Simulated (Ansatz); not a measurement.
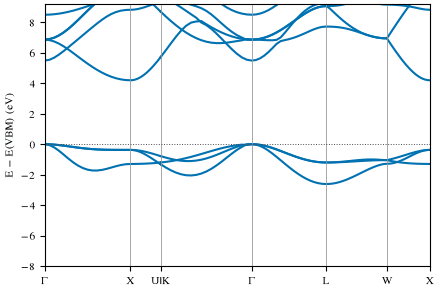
Band structure from DFT-r²SCAN in the program Ansatz with PAW potentials

**Question.** Read off the gap and where the band edges lie.

**Answer.** About 4.2 eV (4.20 eV by a search for the band edges); maximum at Γ, minimum at X.

**Question.** Which of these materials gives this?
(A) BN, zinc blende
(B) MgO, rock salt
(C) CaO, rock salt

**Answer.** C, CaO, rock salt

Space group Fm-3m (rock salt). The r²SCAN relaxation kept the symmetry of its start; phonons on a q-mesh show no instability.

Potentials: the earlier of the program's two PAW sets.
